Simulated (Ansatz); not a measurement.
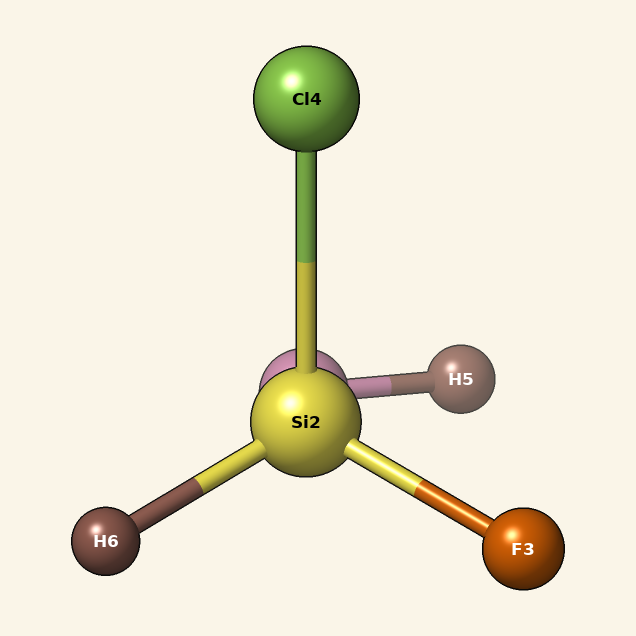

N1 lies behind Si2. The molecule seen nearly along the Si2–N1 bond, Si2 in front. Depth is shown by fading: the farther an atom, the more it takes the colour of the background. Charge 0, doublet. Computed geometry: PBE-D4/def2-SVP optimisation. No frequency run is at hand to confirm it as a minimum.

What is the torsion angle Cl4–Si2–N1–H5? The sign is positive where the front bond must turn clockwise to cover the back bond.

Answer. 87°, about perpendicular.
